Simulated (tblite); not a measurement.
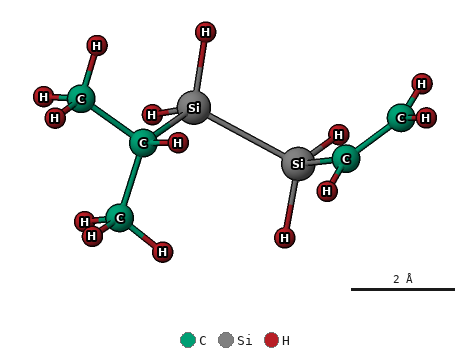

Fig. 1: The input geometry (ball-and-stick view, seen at a tilt).

# Geometry relaxation, with input and output: C$_{5}$H$_{14}$Si$_{2}$ (part 1 of 2)

System: C$_{5}$H$_{14}$Si$_{2}$, SMILES C=C[SiH2][SiH2]C(C)C.
Method: GFN2-xTB geometry optimisation, gas phase (tblite 0.8.0).

Input
```
{"job": {"xc": "GFN2-xTB", "basis": "xTB", "kind": "relax"}, "charge": 0, "multiplicity": 1}
C      3.637500    -0.935100     0.042000
C      2.472100    -0.586500    -0.559000
Si     1.703500     1.066600    -0.514500
Si    -0.117000     1.078200     0.920200
C     -1.351600    -0.293900     0.424800
C     -2.426200    -0.544500     1.487200
C     -2.035400    -0.022200    -0.933300
H      4.020100    -1.940500    -0.035700
H      4.228600    -0.229300     0.618100
H      1.922300    -1.334700    -1.114200
H      2.688800     2.088800    -0.098800
H      1.227400     1.400200    -1.888600
H      0.337000     0.804700     2.330000
H     -0.806600     2.386900     0.912000
H     -0.770500    -1.207800     0.320600
H     -3.076600    -1.372900     1.210000
H     -1.966100    -0.802300     2.455700
H     -3.052400     0.334200     1.645700
H     -2.706300    -0.848500    -1.186800
H     -2.627500     0.895600    -0.896200
H     -1.310100     0.080000    -1.736500
```

The first line tells a small driver script what to run in tblite; the rest is the geometry in Å.

Hardware: 1 CPU thread, shared host.

Launched with:
```bash
OMP_NUM_THREADS=1 python <driver script> task.json out
```

Output
```
step      E/eV     max force
  0    -577.83299    2.471
  1    -577.89513    1.800
  2    -577.92558    0.286
  3    -577.93322    0.266
  4    -577.94333    0.205
  5    -577.94653    0.157
  6    -577.95056    0.130
  7    -577.95346    0.180
  8    -577.95745    0.182
  9    -577.96021    0.165
 10    -577.96197    0.083
 11    -577.96296    0.074
 12    -577.96377    0.066
 13    -577.96455    0.082
 14    -577.96524    0.070
 15    -577.96579    0.061
 16    -577.96620    0.051
 17    -577.96647    0.035
 18    -577.96647    0.035
 19    -577.96658    0.026
 20    -577.96681    0.034
 21    -577.96691    0.039
 22    -577.96720    0.037
 23    -577.96739    0.032
 24    -577.96755    0.025
 25    -577.96767    0.026
 26    -577.96778    0.025
 27    -577.96789    0.028
 28    -577.96800    0.027
 29    -577.96808    0.025
 30    -577.96817    0.023
 31    -577.96824    0.024
 32    -577.96831    0.017
 33    -577.96836    0.018
 34    -577.96842    0.017
 35    -577.96847    0.025
 36    -577.96854    0.025
 37    -577.96859    0.016
 38    -577.96864    0.015
 39    -577.96868    0.014
 40    -577.96871    0.016
 41    -577.96873    0.012
 42    -577.96876    0.012
 43    -577.96879    0.015
 44    -577.96883    0.027
 45    -577.96890    0.037
 46    -577.96900    0.036
 47    -577.96909    0.021
 48    -577.96918    0.026
 49    -577.96928    0.030
 50    -577.96940    0.038
 51    -577.96954    0.034
 52    -577.96968    0.027
 53    -577.96980    0.037
 54    -577.96992    0.038
 55    -577.97006    0.039
 56    -577.97018    0.029
 57    -577.97027    0.028
 58    -577.97036    0.035
 59    -577.97046    0.033
 60    -577.97057    0.022
 61    -577.97066    0.016
 62    -577.97072    0.016
 63    -577.97077    0.017
 64    -577.97084    0.016
 65    -577.97090    0.015
 66    -577.97098    0.019
 67    -577.97107    0.022
 68    -577.97116    0.025
 69    -577.97126    0.017
 70    -577.97134    0.019
 71    -577.97143    0.021
 72    -577.97154    0.031
 73    -577.97165    0.032
 74    -577.97174    0.018
 75    -577.97180    0.020
 76    -577.97187    0.021
 77    -577.97197    0.027
 78    -577.97209    0.028
 79    -577.97219    0.021
 80    -577.97226    0.020
 81    -577.97233    0.024
 82    -577.97242    0.028
 83    -577.97251    0.027
 84    -577.97261    0.022
 85    -577.97271    0.024
 86    -577.97284    0.035
 87    -577.97300    0.039
 88    -577.97317    0.025
 89    -577.97326    0.019
 90    -577.97331    0.014
 91    -577.97335    0.018
 92    -577.97338    0.011
 93    -577.97340    0.011
 94    -577.97342    0.010
 95    -577.97344    0.011
 96    -577.97347    0.010
 97    -577.97351    0.012
 98    -577.97355    0.011
 99    -577.97358    0.011
100    -577.97361    0.010
101    -577.97362    0.007
102    -577.97363    0.007
103    -577.97365    0.007
104    -577.97366    0.008
105    -577.97366    0.007
106    -577.97367    0.007
107    -577.97369    0.008
108    -577.97370    0.010
109    -577.97372    0.010
110    -577.97374    0.011
111    -577.97376    0.011
112    -577.97378    0.011
113    -577.97380    0.011
114    -577.97381    0.008
115    -577.97383    0.009
116    -577.97385    0.013
117    -577.97389    0.022
118    -577.97395    0.029
119    -577.97403    0.025
120    -577.97411    0.017
121    -577.97419    0.024
122    -577.97426    0.028
123    -577.97432    0.022
124    -577.97438    0.015
125    -577.97443    0.016
126    -577.97447    0.022
127    -577.97455    0.029
128    -577.97463    0.027
129    -577.97472    0.017
130    -577.97479    0.015
131    -577.97484    0.018
132    -577.97489    0.021
133    -577.97495    0.019
134    -577.97500    0.016
135    -577.97503    0.012
136    -577.97506    0.013
137    -577.97508    0.014
138    -577.97511    0.012
139    -577.97514    0.011
140    -577.97517    0.012
141    -577.97520    0.015
142    -577.97523    0.013
143    -577.97527    0.014
144    -577.97532    0.020
145    -577.97537    0.025
146    -577.97543    0.021
147    -577.97548    0.014
148    -577.97553    0.017
149    -577.97558    0.018
150    -577.97562    0.018
151    -577.97565    0.013
152    -577.97568    0.012
153    -577.97571    0.014
154    -577.97574    0.015
155    -577.97578    0.013
156    -577.97581    0.013
157    -577.97585    0.013
158    -577.97587    0.014
159    -577.97590    0.013
160    -577.97593    0.011
161    -577.97596    0.010
162    -577.97598    0.010
163    -577.97600    0.009
164    -577.97601    0.007
165    -577.97602    0.008
166    -577.97603    0.010
167    -577.97604    0.012
168    -577.97606    0.013
169    -577.97607    0.009
170    -577.97608    0.007
171    -577.97609    0.009
172    -577.97610    0.010
173    -577.97612    0.011
174    -577.97613    0.008
175    -577.97615    0.008
176    -577.97616    0.009
177    -577.97618    0.011
178    -577.97619    0.011
179    -577.97621    0.009
180    -577.97623    0.008
181    -577.97624    0.009
182    -577.97626    0.011
183    -577.97629    0.015
184    -577.97631    0.015
185    -577.97633    0.012
186    -577.97635    0.008
187    -577.97637    0.008
188    -577.97638    0.010
189    -577.97640    0.009
190    -577.97641    0.008
191    -577.97642    0.008
192    -577.97644    0.009
193    -577.97645    0.008
194    -577.97646    0.007
195    -577.97647    0.005
196    -577.97647    0.005
197    -577.97648    0.007
198    -577.97649    0.005
199    -577.97649    0.005
200    -577.97650    0.004
201    -577.97650    0.006
202    -577.97651    0.007
203    -577.97651    0.005
204    -577.97652    0.004
```

Trajectory as extended XYZ (Å, eV, eV/Å), 12 frames, from step=0 to step=204
```
21
Properties=species:S:1:pos:R:3:forces:R:3 step=0 energy=-577.83299
C     3.6375   -0.9351    0.0420   -1.3990   0.3650  -0.7240
C     2.4721   -0.5865   -0.5590    2.0230  -1.2400   0.6900
Si    1.7035    1.0666   -0.5145   -0.7230   1.5020  -0.0360
Si   -0.1170    1.0782    0.9202    0.2030   0.1330   0.3990
C    -1.3516   -0.2939    0.4248   -0.5720   0.1960  -0.2200
C    -2.4262   -0.5445    1.4872    0.2540  -0.0500   0.4390
C    -2.0354   -0.0222   -0.9333    0.0420  -0.0410   0.3290
H     4.0201   -1.9405   -0.0357    0.0670   0.0090   0.0930
H     4.2286   -0.2293    0.6181   -0.2320  -0.1690  -0.2300
H     1.9223   -1.3347   -1.1142    0.1460  -0.2160   0.0170
H     2.6888    2.0888   -0.0988   -0.0840  -0.1630  -0.1470
H     1.2274    1.4002   -1.8886    0.2500  -0.0610   0.2140
H     0.3370    0.8047    2.3300   -0.2740   0.1120  -0.4400
H    -0.8066    2.3869    0.9120    0.0120  -0.1830   0.0860
H    -0.7705   -1.2078    0.3206    0.0440  -0.2810  -0.0320
H    -3.0766   -1.3729    1.2100    0.0080  -0.0050  -0.0900
H    -1.9661   -0.8023    2.4557   -0.1260   0.1310  -0.3800
H    -3.0524    0.3342    1.6457    0.1120  -0.0230  -0.0960
H    -2.7063   -0.8485   -1.1868    0.0820   0.1210   0.0350
H    -2.6275    0.8956   -0.8962    0.0860  -0.1360   0.0630
H    -1.3101    0.0800   -1.7365    0.0820  -0.0030   0.0320
21
Properties=species:S:1:pos:R:3:forces:R:3 step=18 energy=-577.96647
C     3.6170   -0.9385    0.0244    0.0070   0.0080  -0.0010
C     2.4876   -0.6021   -0.5778   -0.0060   0.0010   0.0000
Si    1.6813    1.1012   -0.5259   -0.0100   0.0140  -0.0050
Si   -0.1283    1.0763    0.9242    0.0000  -0.0050   0.0350
C    -1.3569   -0.3109    0.4301    0.0010  -0.0130   0.0030
C    -2.4212   -0.5415    1.4985   -0.0110   0.0010  -0.0050
C    -2.0201   -0.0205   -0.9135   -0.0030   0.0030  -0.0040
H     4.0276   -1.9368   -0.0115   -0.0080  -0.0090  -0.0110
H     4.1954   -0.2207    0.5825   -0.0020   0.0310   0.0140
H     1.9576   -1.3735   -1.1250   -0.0150  -0.0200  -0.0140
H     2.7036    2.0820   -0.1423    0.0090  -0.0050   0.0210
H     1.3169    1.4243   -1.9165   -0.0060  -0.0070   0.0040
H     0.2518    0.8166    2.3248    0.0160   0.0000  -0.0280
H    -0.8738    2.3456    0.9621   -0.0060  -0.0120  -0.0240
H    -0.7891   -1.2433    0.3253   -0.0060  -0.0190   0.0030
H    -3.0813   -1.3616    1.2156   -0.0050   0.0020  -0.0040
H    -1.9663   -0.7886    2.4552    0.0100   0.0100  -0.0060
H    -3.0306    0.3502    1.6317    0.0100   0.0130  -0.0010
H    -2.6944   -0.8299   -1.1938    0.0010  -0.0080  -0.0010
H    -2.6041    0.8964   -0.8601    0.0030   0.0110   0.0070
H    -1.2812    0.0922   -1.7050    0.0190   0.0030   0.0160
21
Properties=species:S:1:pos:R:3:forces:R:3 step=37 energy=-577.96859
C     3.6108   -0.9305    0.0185    0.0000   0.0040   0.0060
C     2.4805   -0.6041   -0.5875    0.0020  -0.0040  -0.0050
Si    1.6769    1.0999   -0.5297   -0.0080  -0.0010   0.0140
Si   -0.1268    1.0625    0.9246   -0.0090  -0.0010  -0.0120
C    -1.3561   -0.3256    0.4352    0.0000   0.0020  -0.0020
C    -2.4262   -0.5362    1.5013    0.0050   0.0080   0.0040
C    -2.0085   -0.0237   -0.9113    0.0040   0.0010  -0.0010
H     4.0305   -1.9253   -0.0129   -0.0080   0.0010  -0.0060
H     4.1769   -0.2037    0.5787    0.0090   0.0040   0.0010
H     1.9544   -1.3788   -1.1346    0.0000  -0.0030  -0.0090
H     2.7021    2.0684   -0.1229    0.0060   0.0040   0.0010
H     1.3167    1.4380   -1.9164   -0.0010   0.0010  -0.0080
H     0.2697    0.8175    2.3207    0.0010  -0.0050   0.0090
H    -0.8886    2.3224    0.9451    0.0050  -0.0020   0.0030
H    -0.7996   -1.2652    0.3345   -0.0040  -0.0010   0.0030
H    -3.0995   -1.3473    1.2229    0.0010   0.0140  -0.0010
H    -1.9737   -0.7829    2.4591    0.0000  -0.0100   0.0030
H    -3.0179    0.3678    1.6304   -0.0110   0.0010  -0.0060
H    -2.6832   -0.8276   -1.2063    0.0040   0.0010   0.0070
H    -2.5872    0.8966   -0.8538   -0.0050  -0.0050  -0.0010
H    -1.2601    0.0948   -1.6930    0.0080  -0.0090   0.0000
21
Properties=species:S:1:pos:R:3:forces:R:3 step=55 energy=-577.97006
C     3.6093   -0.9207   -0.0038    0.0020  -0.0020   0.0060
C     2.4852   -0.5903   -0.6191   -0.0070  -0.0120   0.0140
Si    1.6733    1.1074   -0.5288   -0.0210  -0.0020   0.0330
Si   -0.1216    1.0471    0.9399   -0.0010   0.0100  -0.0260
C    -1.3603   -0.3342    0.4561    0.0070   0.0080  -0.0050
C    -2.4544   -0.5077    1.5051    0.0080   0.0010  -0.0090
C    -1.9818   -0.0563   -0.9103    0.0040  -0.0060   0.0080
H     4.0337   -1.9130   -0.0435    0.0000  -0.0040  -0.0150
H     4.1652   -0.1992    0.5733    0.0060   0.0000   0.0030
H     1.9680   -1.3575   -1.1846    0.0050  -0.0060  -0.0070
H     2.7010    2.0666   -0.1056   -0.0030   0.0120  -0.0050
H     1.3088    1.4666   -1.9089   -0.0060   0.0100  -0.0040
H     0.2775    0.7884    2.3329    0.0090   0.0050   0.0050
H    -0.8764    2.3118    0.9681    0.0040  -0.0110   0.0090
H    -0.8131   -1.2825    0.3887   -0.0150   0.0000  -0.0060
H    -3.1545   -1.2888    1.2085    0.0000  -0.0050   0.0040
H    -2.0269   -0.7818    2.4672   -0.0060   0.0150  -0.0030
H    -3.0143    0.4171    1.6312    0.0050  -0.0020  -0.0020
H    -2.6557   -0.8629   -1.2001    0.0060   0.0030  -0.0050
H    -2.5571    0.8680   -0.8858    0.0140  -0.0080   0.0010
H    -1.2150    0.0389   -1.6777   -0.0110  -0.0050   0.0040
```
